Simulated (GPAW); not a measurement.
Consider YSe (Fm-3m).

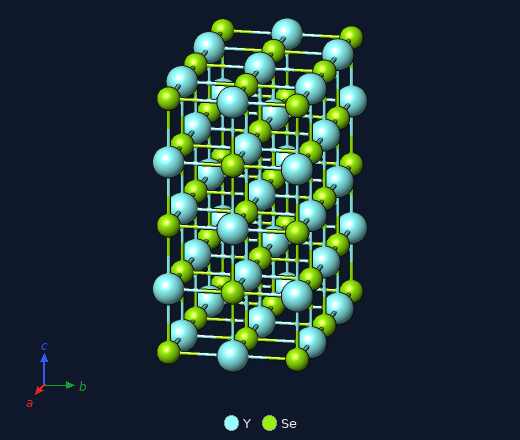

The structure (yttrium light teal, selenium green). 2×1×2 conventional cells are drawn. Some periodic images of atoms are drawn too.

```cif
data_structure
_symmetry_space_group_name_H-M 'P 1'
_symmetry_Int_Tables_number 1
_cell_length_a 4.0326
_cell_length_b 4.0326
_cell_length_c 4.0326
_cell_angle_alpha 60.000
_cell_angle_beta 60.000
_cell_angle_gamma 60.000
_cell_volume 46.37
loop_
_atom_site_label
_atom_site_type_symbol
_atom_site_fract_x
_atom_site_fract_y
_atom_site_fract_z
_atom_site_occupancy
Y1 Y 0.50000 0.50000 0.50000 1
Se2 Se 0.00000 0.00000 0.00000 1
```

Absorber: atom 2, with 6 Y at 2.85 Å (octahedral, site symmetry m-3m). Method: GPAW, LDA, excited-electron core hole (neutral cell), 12-atom cell with 7.0 Å between holes, 3×3×3 k points, dipole transitions, Gaussian full width 2.33 eV up to 4 eV, rising linearly to 3.5 eV at 25 eV.

**Question.** What does the Se K edge look like?

Main maxima up to 30 eV above the zero (height): 2.6 eV (1.29), 6.4 eV (1.86), 16.6 eV (1.01) and 24.2 eV (1.25). A K edge sees empty p states; the first features are Se p mixed into the empty d states of the Y neighbours, and the broad ones above probably into the cations' higher empty bands. 

The Se K spectrum (energy from the lowest empty level; intensity scaled to a mean of 1 over the first 20 eV):

```
E (eV)  intensity
  -2.0       0.02
  -0.5       0.24
   1.0       0.86
   2.5       1.29
   4.0       1.24
   5.5       1.69
   7.0       1.74
   8.5       0.99
  10.0       0.57
  11.5       0.58
  13.0       0.60
  14.5       0.77
  16.0       0.98
  17.5       0.96
  19.0       0.83
  20.5       0.89
  22.0       1.05
  23.5       1.23
  25.0       1.23
  26.5       1.10
  28.0       0.97
  29.5       0.87
  31.0       0.78
```

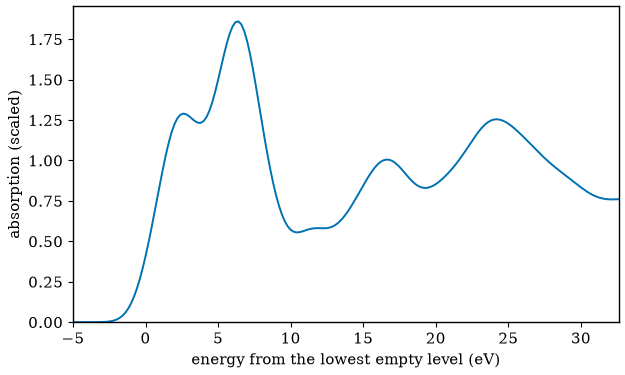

The Se K edge.

The script folds with a Gaussian, whereas the core hole's own line is a Lorentzian, so the onset is too steep and the first peak too high. The primitive cell holds an odd number of electrons, so a spin-paired run has to come out metallic; that is right for a metal, but some such compounds are magnetic or distorted insulators. The mesh is coarse (0.36 Å⁻¹ between points), so small maxima may be mesh ripples. Lifetime broadening is put in by hand, and intensities beyond about 20 eV depend on it and on the partial waves. The structure is a published determination, not relaxed.

[Banner, clock and machine lines of the logs are left out without a mark of their own.]

[Logs are printed without paths, hosts, clocks, repeated set-up lines and the standing remarks that a program may print on its own settings, such as how far it seeks lower states.]

[Hosts, paths, dates, database ids (printed as entryN), source tags and the programs' standing remarks are cut or masked in the printed files.]

[Lists of maxima count a maximum above −3 eV only where it reaches 4 % of the highest in the window and stands out from its surroundings by 2 % of it (1.5 % where it reaches 55 %); shoulders and weaker maxima are passed over, and of the rest the first, up to two pre-edge ones and the few strongest are named.]
